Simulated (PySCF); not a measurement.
Dissociation curve of SiH, doublet.

Methods: UKS-r2SCAN = unrestricted r2SCAN/6-31G (PySCF 2.14.0); UKS-PBE0 = unrestricted PBE0/6-31G run with PySCF; ROKS-r2SCAN = restricted open-shell r2SCAN/6-31G run with PySCF.

Magnitude of the dipole moment (D; its direction can reverse along the curve, and a method can change to another solution) and Mulliken charge of the fragment that holds Si1:

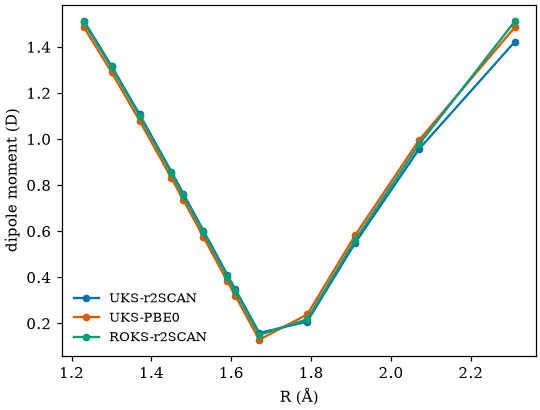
Figure: Dipole moment against bond length.

```csv
R / Å,μ UKS-r2SCAN,q UKS-r2SCAN,μ UKS-PBE0,q UKS-PBE0,μ ROKS-r2SCAN,q ROKS-r2SCAN
1.23,1.51,0.13,1.49,0.13,1.51,0.13
1.30,1.32,0.15,1.29,0.15,1.31,0.15
1.37,1.11,0.16,1.08,0.16,1.10,0.16
1.45,0.86,0.17,0.83,0.17,0.85,0.17
1.48,0.76,0.17,0.73,0.17,0.76,0.17
1.53,0.60,0.17,0.57,0.17,0.60,0.17
1.59,0.41,0.17,0.38,0.18,0.40,0.17
1.61,0.35,0.17,0.32,0.18,0.34,0.17
1.67,0.16,0.17,0.13,0.18,0.15,0.17
1.79,0.21,0.17,0.24,0.17,0.22,0.17
1.91,0.55,0.16,0.58,0.16,0.56,0.16
2.07,0.96,0.15,0.99,0.15,0.98,0.15
2.31,1.42,0.14,1.49,0.14,1.51,0.15
```

The scan ran from 1.23 to 6.10 Å; beyond the distances shown one of the unrestricted levels run for this scan, shown here or not, changes its spin distribution in one step.
